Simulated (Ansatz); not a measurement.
# CH₇AlB₂: small, medium and large basis sets

How large a basis does CH₇AlB₂ need? Two functionals are run in growing sets.

Method: one geometry, several basis sets; program: Ansatz 0.2.0, Gaussian basis.

The runs, in order: PBE0-D4/def2-SVP; ωB97M-V/def2-SVP; PBE0-D4/def2-QZVPP; ωB97M-V/def2-QZVPP; the functionals' def2-TZVPP values are taken from earlier runs.

## Step 1: Structure used throughout

An earlier PBE0-D4 in a triple-zeta def2 set relaxation fixed the geometry.

SMILES `B[CH](B)[AlH2]`, 11 atoms, charge 0, spin multiplicity 1.

Atoms are counted from 1 here; the program's logs count them from 0.

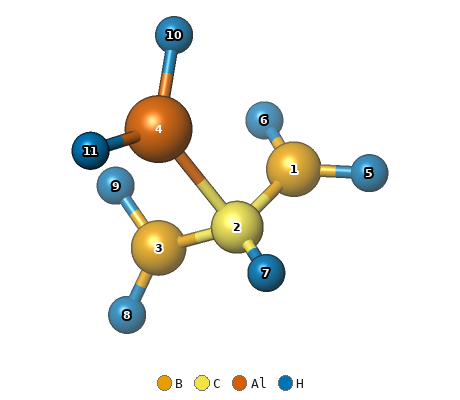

The geometry (boron amber, carbon yellow, aluminium orange, hydrogen blue); atoms are numbered from 1 in the order of the file.

## Step 2: PBE0-D4 in def2-SVP

Input file in.yaml:

```yaml
crystal:
  periodic: [false, false, false]
  atoms:
    - {symbol: B, position_ang: [-0.824545, 1.257556, 0.006022]}
    - {symbol: C, position_ang: [-0.852996, -0.259749, 0.006724]}
    - {symbol: B, position_ang: [0.048424, -0.779832, 1.083709]}
    - {symbol: Al, position_ang: [0.943695, -0.368189, -0.962672]}
    - {symbol: H, position_ang: [-1.798262, 1.878444, -0.306777]}
    - {symbol: H, position_ang: [0.153758, 1.860093, 0.351825]}
    - {symbol: H, position_ang: [-1.773735, -0.768215, -0.258076]}
    - {symbol: H, position_ang: [-0.167311, -1.570221, 1.947606]}
    - {symbol: H, position_ang: [1.240413, -0.403351, 1.023968]}
    - {symbol: H, position_ang: [1.750950, 0.911470, -1.403127]}
    - {symbol: H, position_ang: [1.344809, -1.815006, -1.468501]}
basis:
  gaussian: {orbitals: def2-SVP}
hamiltonian: {xc: pbe0, dispersion: d4}
output: {orbitals: {seedname: orbitals}}
```

Command:

```sh
$ ansatz run in.yaml --threads 2 --pin off --events-out ev --progress --plain --max-ram 4352MiB
```

Standard output:

```text
Functional definition: PBE0
  name "PBE0"
  cite "Adamo & Barone, J. Chem. Phys. 110, 6158 (1999) doi:10.1063/1.478522"
  cite "Perdew, Burke & Ernzerhof, Phys. Rev. Lett. 77, 3865 (1996) doi:10.1103/PhysRevLett.77.3865"
  parent pbe
  parameter a = 0.25
  parameter kappa = 0.804
  parameter beta = 0.06672455060314922
  exchange = (1 - a)*pbe_x(kappa = kappa, mu = beta*pi^2/3) + a*exact_x
  correlation = pbe_c(beta = beta)
1098 factors; their error is unknown
mean field evaluation 1: about -9084.0214 eV, gradient 4.3e1 eV
mean field evaluation 2: about -9080.3229 eV, gradient 5.5e1 eV
mean field evaluation 4: about -9089.0271 eV, gradient 1.8e0 eV
mean field evaluation 8: about -9089.1316 eV, gradient 4.0e-2 eV
mean field -9089.13161500 eV, -334.0194260166 hartree, gradient 4.7e-5 eV, S^2 0.000000; 0 other end points of the search recorded, 0 dependent functions left out
reference -9089.13164720 eV, -334.0194271998 hartree; 18, 18 occupied and 77, 77 virtual orbitals, 1098 factors
Total energy: -9089.31074047 eV, -334.0260087561 hartree
```

Run time: 1.4 s. Hardware: 2 threads of Arm Neoverse V1, shared host.

## Step 3: ωB97M-V in def2-SVP

Edit in.yaml of step 2 so:

```diff
@@ -16,3 +16,3 @@
   gaussian: {orbitals: def2-SVP}
-hamiltonian: {xc: pbe0, dispersion: d4}
+hamiltonian: {xc: {name: wB97M-V}}
 output: {orbitals: {seedname: orbitals}}
```

Launched as before.

Standard output (excerpt; [...] marks lines left out):

```text
Functional definition: wB97M-V
  name "wB97M-V"
  cite "Mardirossian & Head-Gordon, J. Chem. Phys. 144, 214110 (2016) doi:10.1063/1.4952647"
  cite "Becke, J. Chem. Phys. 107, 8554 (1997) doi:10.1063/1.475007"
  cite "Vydrov & Van Voorhis, J. Chem. Phys. 133, 244103 (2010) doi:10.1063/1.3521275"
  # Of w^i u^j: cxij and so on, Table III.
[...]
  gx(w, u) = 1 - cx + cx01*u + cx10*w
  gss(w, u) = css00 + css04*u^4 + css10*w + css20*w^2 + css43*w^4*u^3
  gos(w, u) = cos00 + cos10*w + (cos20 + cos21*u)*w^2 + (cos60 + cos61*u)*w^6
[...]
      + integral(e_c_pw_mod_opposite_spin*gos(b97_w_opposite, b97_u_opposite)) + vv10(b, c)
1079 factors; their error is unknown
326 factors; integrals over basis functions are off by at most 1.2e-5 eV
[...]
mean field -9093.39086039 eV, -334.1759503975 hartree, gradient 3.0e-5 eV, S^2 0.000000; 0 other end points of the search recorded, 0 dependent functions left out
reference -9093.39091167 eV, -334.1759522823 hartree; 18, 18 occupied and 77, 77 virtual orbitals, 1079 factors
Total energy: -9093.39091167 eV, -334.1759522823 hartree
```

It took 6.5 s on 2 threads of Arm Neoverse V1, shared host; peak memory 0.26 GiB.

## Step 4: PBE0-D4 in def2-QZVPP

Edit in.yaml of step 3 so:

```diff
@@ -15,4 +15,4 @@
 basis:
-  gaussian: {orbitals: def2-SVP}
-hamiltonian: {xc: {name: wB97M-V}}
+  gaussian: {orbitals: "def2-QZVPP.json"}
+hamiltonian: {xc: pbe0, dispersion: d4}
 output: {orbitals: {seedname: orbitals}}
```

The command is unchanged.

Standard output:

```text
Functional definition: PBE0
  name "PBE0"
  cite "Adamo & Barone, J. Chem. Phys. 110, 6158 (1999) doi:10.1063/1.478522"
  cite "Perdew, Burke & Ernzerhof, Phys. Rev. Lett. 77, 3865 (1996) doi:10.1103/PhysRevLett.77.3865"
  parent pbe
  parameter a = 0.25
  parameter kappa = 0.804
  parameter beta = 0.06672455060314922
  exchange = (1 - a)*pbe_x(kappa = kappa, mu = beta*pi^2/3) + a*exact_x
  correlation = pbe_c(beta = beta)
1416 factors; their error is unknown
mean field evaluation 1: about -9086.3792 eV, gradient 5.7e1 eV
mean field evaluation 2: about -9078.4011 eV, gradient 7.4e1 eV
mean field evaluation 4: about -9094.4651 eV, gradient 3.0e0 eV
mean field evaluation 8: about -9094.4928 eV, gradient 4.9e-2 eV
mean field evaluation 16: about -9094.4959 eV, gradient 6.3e-5 eV
mean field -9094.49588734 eV, -334.2165593889 hartree, gradient 6.3e-5 eV, S^2 0.000000; 0 other end points of the search recorded, 0 dependent functions left out
reference -9094.49593512 eV, -334.2165611449 hartree; 18, 18 occupied and 433, 433 virtual orbitals, 1416 factors
Total energy: -9094.67502839 eV, -334.2231427012 hartree
```

It took 12 s on 2 threads of Arm Neoverse V1, shared host; peak memory 1.3 GiB.

## Step 5: ωB97M-V in def2-QZVPP

Edit in.yaml of step 4 so:

```diff
@@ -16,3 +16,3 @@
   gaussian: {orbitals: "def2-QZVPP.json"}
-hamiltonian: {xc: pbe0, dispersion: d4}
+hamiltonian: {xc: {name: wB97M-V}}
 output: {orbitals: {seedname: orbitals}}
```

Launched as before.

Standard output (excerpt; [...] marks lines left out):

```text
Functional definition: wB97M-V
  name "wB97M-V"
  cite "Mardirossian & Head-Gordon, J. Chem. Phys. 144, 214110 (2016) doi:10.1063/1.4952647"
  cite "Becke, J. Chem. Phys. 107, 8554 (1997) doi:10.1063/1.475007"
  cite "Vydrov & Van Voorhis, J. Chem. Phys. 133, 244103 (2010) doi:10.1063/1.3521275"
  # Of w^i u^j: cxij and so on, Table III.
[...]
  gx(w, u) = 1 - cx + cx01*u + cx10*w
  gss(w, u) = css00 + css04*u^4 + css10*w + css20*w^2 + css43*w^4*u^3
  gos(w, u) = cos00 + cos10*w + (cos20 + cos21*u)*w^2 + (cos60 + cos61*u)*w^6
[...]
      + integral(e_c_pw_mod_opposite_spin*gos(b97_w_opposite, b97_u_opposite)) + vv10(b, c)
1373 factors; their error is unknown
435 factors; integrals over basis functions are off by at most 1.0e-5 eV
[...]
mean field -9098.95222198 eV, -334.3803266664 hartree, gradient 7.9e-5 eV, S^2 0.000000; 0 other end points of the search recorded, 0 dependent functions left out
reference -9098.95230224 eV, -334.3803296158 hartree; 18, 18 occupied and 433, 433 virtual orbitals, 1373 factors
Total energy: -9098.95230224 eV, -334.3803296158 hartree
```

Run time: 29 s. Hardware: 2 threads of Arm Neoverse V1, shared host; peak memory 1.6 GiB.

## Step 6: Functionals by basis

The def2-TZVPP values come from earlier runs at the same geometry.

```
functional       basis  functions  energy (eV)  from the largest (eV)  HOMO (eV)  LUMO (eV)
   PBE0-D4    def2-SVP         95   -9089.3107                  5.364      -8.27      -1.99
   PBE0-D4  def2-TZVPP        233   -9094.3055                  0.370      -8.28      -2.03
   PBE0-D4  def2-QZVPP        451   -9094.6750                  0.000      -8.28      -2.04
   ωB97M-V    def2-SVP         95   -9093.3909                  5.561     -10.41      -0.06
   ωB97M-V  def2-TZVPP        233   -9098.6010                  0.351     -10.46      -0.18
   ωB97M-V  def2-QZVPP        451   -9098.9523                  0.000     -10.46      -0.25
```

## Step 7: Results

| quantity | value |
| --- | --- |
| PBE0-D4: double and triple zeta above quadruple | 5.36, 0.37 eV |
| ωB97M-V: double and triple zeta above quadruple | 5.56, 0.35 eV |

What this shows: For PBE0-D4 the step from double to triple zeta gains 4.99 eV and the next only 0.37 eV. Total energies overstate the basis error of differences, where much of it tends to cancel.

For PBE0-D4 the largest set took about 9 times as long as the smallest (12 s against 1.4 s).
